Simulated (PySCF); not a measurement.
# C5H5F3Si: the cost of one run

Programs: PySCF 2.14.0, with density-fitted response routines of our own. Each step states its level of theory. These are calculated values for one molecule in the gas phase, unless marked as measured. Atoms are numbered from 0 throughout.

**1. The molecule as given**

14 atoms, charge 0, multiplicity 1; geometry from: GFN2-xTB.

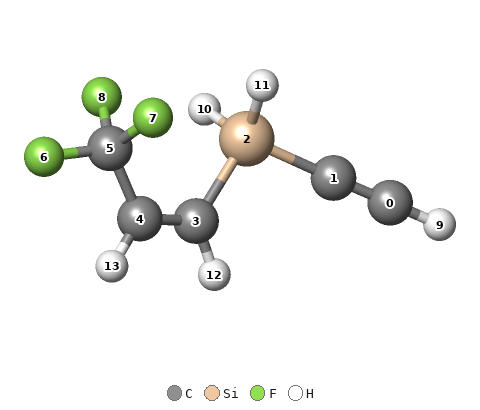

As it starts; carbon grey, silicon light orange, fluorine green, hydrogen white, atoms numbered.

**2. TDDFT and polarisability: CAM-B3LYP/def2-SVPD**

Job settings and geometry (Å):

```
{"job": {"kind": "uv", "xc": "CAM-B3LYP", "basis": "def2-SVPD", "nstates": 8, "ntriplets": 3}, "charge": 0, "multiplicity": 1}
C      3.753916     0.198601     0.183806
C      2.578520     0.451581     0.194446
Si     0.774300     0.861427     0.219862
C     -0.034658    -0.629458    -0.640865
C     -1.316425    -0.954205    -0.580676
C     -2.302376    -0.168184     0.220877
F     -3.569638    -0.471925    -0.093862
F     -2.183863    -0.383366     1.547634
F     -2.179542     1.163091     0.056843
H      4.781900    -0.027166     0.173202
H      0.522130     2.055103    -0.590468
H      0.323824     0.978480     1.606014
H      0.604327    -1.267059    -1.237244
H     -1.753093    -1.807392    -1.081734
```

With the program's defaults for keys left out, this is: TDDFT CAM-B3LYP/def2-SVPD, vertical, gas phase, core orbitals frozen in the response.

Started as:

```bash
$ OMP_NUM_THREADS=1 python probes_run.py task.json out
```

The driver reads the jobs from task.json and runs them one after another.

**Question.** How long does this job take on 1 thread of Arm Neoverse V2, shared host, and how much memory does it need?

About 1.7 min, with a peak of 1.1 GiB.
